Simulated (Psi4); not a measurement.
# C2H3F+ (SMILES [CH2][CH+]F): a chain of runs

Wanted: a structure relaxation (UM06-2X/def2-SVP), then vibrational wavenumbers, then a single-point energy (UMP2/cc-pVTZ) of C2H3F+. 

The calculation is run with Psi4 1.11.

## 1. The molecule

C2H3F+ has 6 atoms, charge +1, and is taken as a doublet. As SMILES, `[CH2][CH+]F`. The coordinates come from a GFN2-xTB relaxation. The run starts from this shape.

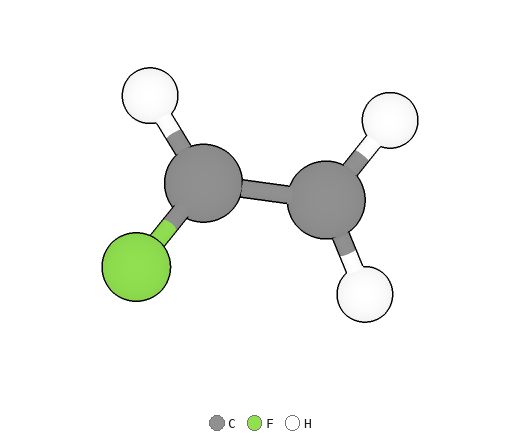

Viewed from a chosen angle; carbon grey, fluorine green, hydrogen white.

## 2. A geometry optimisation at UM06-2X/def2-SVP (density fitting) (run 1)

c2h3f.inp

```
memory 1600 mb

molecule mol {
  1 2
  C     -0.480680     0.249980    -0.453480
  C      0.478630    -0.197740     0.400480
  F      0.828510    -1.422560     0.525540
  H     -1.306900    -0.389170    -0.783880
  H     -0.513400     1.283180    -0.797340
  H      0.993850     0.476310     1.108680
}

set reference uks
set geom_maxiter 60

e, wfn = optimize('m06-2x/def2-SVP', return_wfn=True)
```

Command:

```console
$ psi4 c2h3f.inp c2h3f.out -n 1
```

c2h3f.out:

```text
Psi4 1.11 release

gradient() will perform analytic gradient computation.

   => Loading Basis Set <=

    Name: DEF2-SVP
    Role: ORBITAL
    Keyword: BASIS

         ---------------------------------------------------------
                                   SCF
                              UKS Reference
                        1 Threads,   1525 MiB Core
         ---------------------------------------------------------

  ==> Geometry <==

    Molecular point group: c1
    Full point group: C1

[... 387 lines left out ...]
	   Step    Total Energy     Delta E     Max Force     RMS Force      Max Disp      RMS Disp   ~
[... 459 lines left out ...]
    One-Electron Energy =                -370.0896210206436763
[... 518 lines left out ...]
   @DF-UKS iter  10:  -177.24078705358215   -2.42721e-11   1.60213e-08 DIIS
[... 509 lines left out ...]
   @DF-UKS iter   2:  -177.24084235380170   -3.16730e-07   3.56239e-06 DIIS
[... 467 lines left out ...]
	  Convergence Criteria     1.00e-06 *    3.00e-04 *             o    1.20e-03 *             o
[... 14 lines left out ...]
    Final optimized geometry and variables:
    Molecular point group: c1
    Full point group: C1

    Geometry (in Angstrom), charge = 1, multiplicity = 2:

    C           -0.755263068188     0.790801660367    -0.699028498936
    C            0.249286143643     0.356153154462     0.190513161507
    F            0.390886999947    -0.879728469021     0.392419644213
    H           -1.393145458087     0.052250753708    -1.197956123911
    H           -0.889325585256     1.860631959992    -0.882988260553
    H            0.938482078787     1.014191188911     0.738288152166

    Psi4 run time: 0:00:47.10

[set-up sections that repeat, and orbital energies of the middle runs, are left out above]
```

On the terminal:

```text
Optimizer: Optimization complete!
```

Wall time 48 s (1 thread of Intel Xeon 6975P-C (Granite Rapids), shared host); peak memory 0.75 GiB.

Steps, from the record of the run:

| step | energy from the first frame kept (eV) | largest force (eV/Å) |
| --- | --- | --- |
| 0 | 0.0000 | 3.3426 |
| 1 | -0.1463 | 0.5791 |
| 2 | -0.1897 | 0.3542 |
| 3 | -0.2055 | 0.3016 |
| 4 | -0.2084 | 0.1709 |
| 5 | -0.2099 | 0.0217 |
| 6 | -0.2100 | 0.0150 |
| 7 | -0.2100 | 0.0093 |

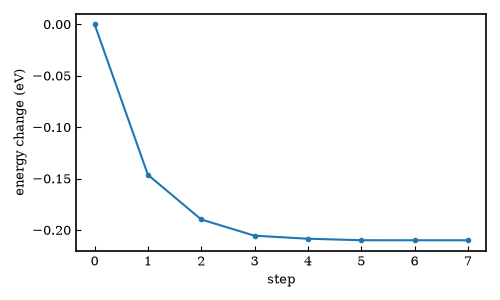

Energy along the run.

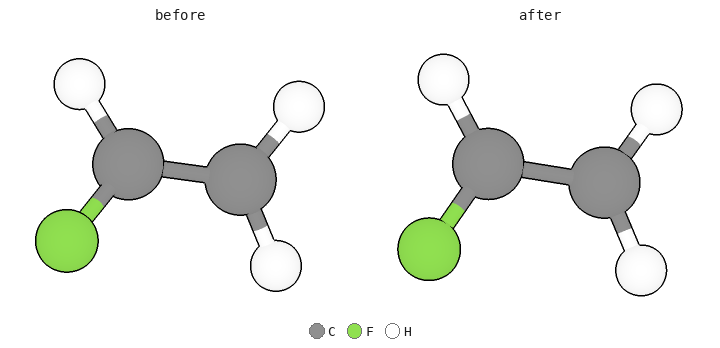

Before and after, at one scale.

After the run. Bond lengths: C1–C2 1.410 Å, C2–F3 1.260 Å, C1–H4 1.096 Å, C1–H5 1.094 Å, C2–H6 1.099 Å. Angles: C1–C2–F3 118.9°, C1–C2–H6 125.2°, F3–C2–H6 115.9°, C2–C1–H4 119.6°, C2–C1–H5 119.7°, H4–C1–H5 120.7°.

## 3. Vibrational wavenumbers at UM06-2X/def2-SVP (density fitting) (run 2)

run.py

```python
import psi4

psi4.set_memory('1600 MB')
psi4.set_num_threads(1)
psi4.core.set_output_file('c2h3f.out', False)

molecule = psi4.geometry("""
1 2
C     -0.81612925     0.46710439    -0.95666818
C      1.08219513    -0.35426318     0.72432257
F      1.34978035    -2.68973979     1.10587151
H     -2.02155153    -0.92855473    -1.89950357
H     -1.06946971     2.48879009    -1.30430031
H      2.38458493     0.88924842     1.75946730
units bohr
""")

psi4.set_options({
    'basis': 'def2-SVP',
    'reference': 'uks',
    't': 600.0,
    'rotational_symmetry_number': 1,
})

energy_value = psi4.frequencies('m06-2x', molecule=molecule)
print(f'm06-2x energy: {energy_value:.10f} Eh')
for k in ('ZPVE', 'ENTHALPY', 'GIBBS FREE ENERGY'):
    print(f'{k}: {psi4.variable(k):.8f} Eh')
for k, v in sorted(psi4.core.scalar_variables().items()):
    print(f'{k:45s} {v:18.10f}')
```

Command:

```console
$ python run.py
```

c2h3f.out:

```text
Psi4 1.11 release

gradient() will perform analytic gradient computation.

   => Loading Basis Set <=

    Name: DEF2-SVP
    Role: ORBITAL
    Keyword: BASIS

         ---------------------------------------------------------
                                   SCF
                              UKS Reference
                        1 Threads,   1525 MiB Core
         ---------------------------------------------------------

  ==> Geometry <==

    Molecular point group: c1
    Full point group: C1

[... 869 lines left out ...]
   @DF-UKS iter   8:  -177.24084220048530   -4.38091e-07   3.07864e-06 DIIS
[... 1111 lines left out ...]
    Nuclear Repulsion Energy =             67.9687721844760233
[... 1240 lines left out ...]
   @DF-UKS iter   2:  -177.22476335086134   -1.40061e-02   3.11664e-03 ADIIS/DIIS
[... 1078 lines left out ...]
   @S   Observed:                5.000000000E-01
[... 1277 lines left out ...]
    Translational S                         40.879 [cal/(mol K)]      171.038 [J/(mol K)]       0.06514486 [mEh/K] (mol. weight = 46.0219 [u], P = 101325.00 [Pa])
[... 58 lines left out ...]
[set-up sections that repeat, and orbital energies of the middle runs, are left out above]
```

On the terminal:

```text
Warning: used thermodynamics relations inappropriate for low-frequency modes: ['468.2940' '497.3833']
m06-2x energy: -177.2408428542 Eh
ZPVE: 0.04388454 Eh
ENTHALPY: -177.18497471 Eh
GIBBS FREE ENERGY: -177.25458802 Eh
CURRENT ENERGY                                   -177.2408428542
CURRENT REFERENCE ENERGY                         -177.2408428542
DD SOLVATION ENERGY                                 0.0000000000
DFT FUNCTIONAL TOTAL ENERGY                      -177.2408428542
DFT TOTAL ENERGY                                 -177.2408428542
DFT VV10 ENERGY                                     0.0000000000
DFT XC ENERGY                                     -10.5439731893
ENTHALPY                                         -177.1849747079
ENTHALPY CORRECTION                                 0.0558681463
FINDIF NUMBER                                      31.0000000000
GIBBS FREE ENERGY                                -177.2545880226
GIBBS FREE ENERGY CORRECTION                       -0.0137451683
GRID ELECTRONS ALPHA                               11.9999944019
GRID ELECTRONS BETA                                10.9999945666
GRID ELECTRONS TOTAL                               22.9999889684
NUCLEAR REPULSION ENERGY                           67.9698659574
ONE-ELECTRON ENERGY                              -370.0162136676
PCM POLARIZATION ENERGY                             0.0000000000
PE ENERGY                                           0.0000000000
SCF ITERATION ENERGY                             -177.2408428542
SCF ITERATIONS                                     13.0000000000
SCF TOTAL ENERGY                                 -177.2408428542
THERMAL ENERGY                                   -177.1868747942
THERMAL ENERGY CORRECTION                           0.0539680600
TWO-ELECTRON ENERGY                               135.3494780453
ZERO K ENTHALPY                                  -177.1969583149
ZPVE                                                0.0438845393
```

It took 3.5 min on 1 thread of Intel Xeon 6975P-C (Granite Rapids), shared host; peak memory 0.72 GiB.

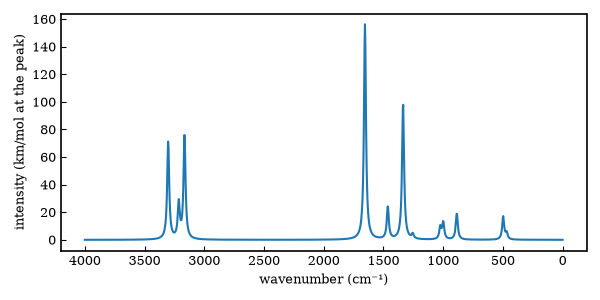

Harmonic infrared spectrum, unscaled, lines broadened by 10 cm⁻¹.

## 4. A single-point energy at UMP2/cc-pVTZ (density fitting, density fitting for correlation) (run 3)

calc.py

```python
import psi4

psi4.set_memory(1600000000)
psi4.set_num_threads(1)
psi4.core.set_output_file('c2h3f.out', False)

mol = psi4.geometry("""
1 2
C     -0.431877     0.247181    -0.506247
C      0.572673    -0.187468     0.383295
F      0.714273    -1.423349     0.585202
H     -1.069759    -0.491370    -1.005174
H     -0.565939     1.317011    -0.690206
H      1.261868     0.470570     0.931070
units angstrom
symmetry c1
""")

psi4.set_options({
    'basis': 'cc-pVTZ',
    'reference': 'uhf',
    'freeze_core': True,
})

energy_value, wavefunction = psi4.energy("mp2", molecule=mol, return_wfn=True)
print(f'mp2 energy: {energy_value:.10f} Eh')
for k, v in sorted(psi4.core.scalar_variables().items()):
    print(f'{k:45s} {v:18.10f}')
```

Command:

```console
$ python calc.py
```

c2h3f.out:

```text
SCF Algorithm Type (re)set to DF.

   => Loading Basis Set <=

    Name: CC-PVTZ
    Role: ORBITAL
    Keyword: BASIS

         ---------------------------------------------------------
                                   SCF
                              UHF Reference
                        1 Threads,   1525 MiB Core
         ---------------------------------------------------------

  ==> Geometry <==

    Molecular point group: c1
    Full point group: C1

    Geometry (in Angstrom), charge = 1, multiplicity = 2:

[... 95 lines left out ...]
   @DF-UHF iter SAD:  -176.22395405707366   -1.76224e+02   0.00000e+00
[... 9 lines left out ...]
   @DF-UHF iter  10:  -176.63115812369580   -3.89778e-08   3.78532e-07 DIIS
[... 12 lines left out ...]
   @S   Expected:                5.000000000E-01
[... 76 lines left out ...]
 Dipole Z            :          1.1957924           -1.6288901           -0.4330977
[... 48 lines left out ...]
	 SCS Total Energy          =    -177.1481124714994451 [Eh]
[... 2 lines left out ...]
	total time  =          0 seconds =       0.00 minutes
```

Standard output:

```text
mp2 energy: -177.1523772578 Eh
CURRENT CORRELATION ENERGY                         -0.5212191268
CURRENT ENERGY                                   -177.1523772578
CURRENT REFERENCE ENERGY                         -176.6311581310
CUSTOM SCS-MP2 CORRELATION ENERGY                  -0.5169543405
CUSTOM SCS-MP2 TOTAL ENERGY                      -177.1481124715
DD SOLVATION ENERGY                                 0.0000000000
HF KINETIC ENERGY                                 176.3897355260
HF POTENTIAL ENERGY                              -353.0208936570
HF TOTAL ENERGY                                  -176.6311581310
HF VIRIAL RATIO                                     2.0013686885
MP2 CORRELATION ENERGY                             -0.5212191268
MP2 DOUBLES ENERGY                                 -0.5212191268
MP2 OPPOSITE-SPIN CORRELATION ENERGY               -0.3960168826
MP2 SAME-SPIN CORRELATION ENERGY                   -0.1252022443
MP2 SINGLES ENERGY                                 -0.0000000000
MP2 TOTAL ENERGY                                 -177.1523772578
NUCLEAR REPULSION ENERGY                           67.9698659049
ONE-ELECTRON ENERGY                              -370.2808626144
PCM POLARIZATION ENERGY                             0.0000000000
PE ENERGY                                           0.0000000000
SCF ITERATION ENERGY                             -176.6311581310
SCF ITERATIONS                                     15.0000000000
SCF TOTAL ENERGY                                 -176.6311581310
SCS-MP2 CORRELATION ENERGY                         -0.5169543405
SCS-MP2 TOTAL ENERGY                             -177.1481124715
TWO-ELECTRON ENERGY                               125.6798385786
```

Run time: 2.1 s. Hardware: 1 thread of Intel Xeon 6975P-C (Granite Rapids), shared host; peak memory 0.25 GiB.

## 5. Summary of results

| quantity | value |
| --- | --- |
| run 1, UM06-2X/def2-SVP: total energy at the end | -177.24084 Eh |
| run 1, UM06-2X/def2-SVP: HOMO energy (highest over α and β) | -17.57 eV |
| run 1, UM06-2X/def2-SVP: LUMO energy (lowest over α and β) | -11.15 eV |
| run 1, UM06-2X/def2-SVP: ⟨S²⟩ | 0.753 |
| run 2, UM06-2X/def2-SVP: lowest harmonic wavenumber | 468 cm⁻¹ |
| run 2, UM06-2X/def2-SVP: highest harmonic wavenumber | 3302 cm⁻¹ |
| run 2, UM06-2X/def2-SVP: zero-point energy | 115.2 kJ/mol |
| run 2, UM06-2X/def2-SVP: ideal-gas entropy at 600 K (symmetry number 1 as used) | 72.8 cal/(mol K) |
| run 3, UMP2/cc-pVTZ: total energy | -177.15238 Eh |
| run 3, UMP2/cc-pVTZ: HOMO energy (Hartree–Fock orbitals) (highest over α and β) | -19.57 eV |
| run 3, UMP2/cc-pVTZ: LUMO energy (Hartree–Fock orbitals) (lowest over α and β) | -7.27 eV |
| run 3, UMP2/cc-pVTZ: correlation energy (3 core orbitals frozen) | -521.2 mEh |
| run 3, UMP2/cc-pVTZ: ⟨S²⟩ | 0.756 |

In words: The optimisation (run 1, UM06-2X/def2-SVP) took 8 steps and changed the energy by -0.210 eV. All 12 modes are real, so the shape is a minimum at this level.
